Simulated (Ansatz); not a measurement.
## Electronic structure of GaH3···F (doublet) in real space

```xyz
5

Ga    0.0000    0.0000   -0.1073
H     0.0000    0.0000    1.4727
H     1.4065    0.0000   -0.8215
H    -1.4065    0.0000   -0.8215
F     0.0000    0.0000    3.5675
```

Not at a stationary point (largest force 1.1 eV/Å).

The calculation used Ansatz 0.2.0, UKS PBE-D4/def2-SVP.

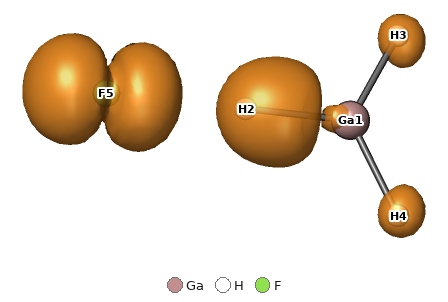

Figure 1. Isosurface of the spin density (α minus β) at +0.02 e/Å³ (orange), seen at a tilt.

Describe the spin distribution.

Answer. The unpaired spin (1 electron) lies mostly on F5 (about 0.8), Ga1 (about 0.1) and H2 (about 0.1), in electrons by Hirshfeld's partition.

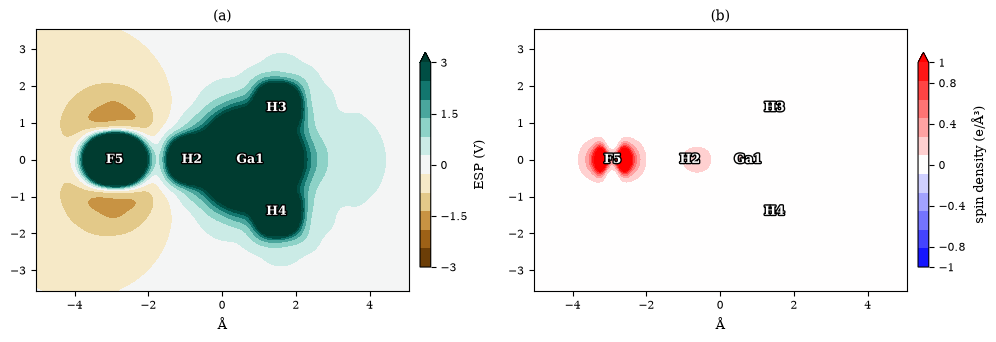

Figure 2. (a) molecular electrostatic potential; (b) spin density on the molecular plane.

Read the bonding off the picture.

Answer. Atoms in the plane: Ga, H and F. The unpaired spin (1 electron) lies mostly on F5 (about 0.8), Ga1 (about 0.1) and H2 (about 0.1), in electrons by Hirshfeld's partition. Outside the dense part of the complex the potential is most negative (−1.5 V) near F5.

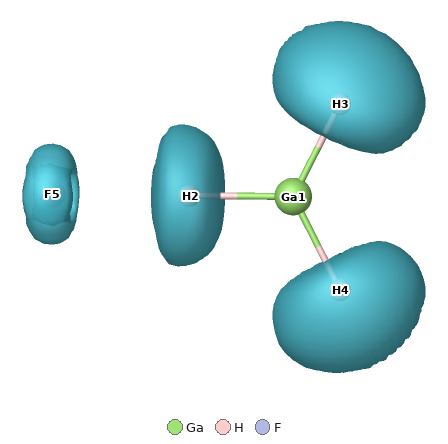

Figure 3. Isosurface of the ELF at 0.85 (cyan), seen across its widest extent. Only the valence region is drawn (cores and ρ < 0.01 e/Å³ removed).

Where are the electrons localised?

Answer. The surface consists of three regions around hydrogen nuclei and one region wrapped around F (its valence shell). Along the contacts the grid gives the following. F5···H2 (2.09 Å): the ELF dips to about 0.10 between them. Ga–H (1.58 Å): the ELF climbs to about 1 towards the hydrogen.
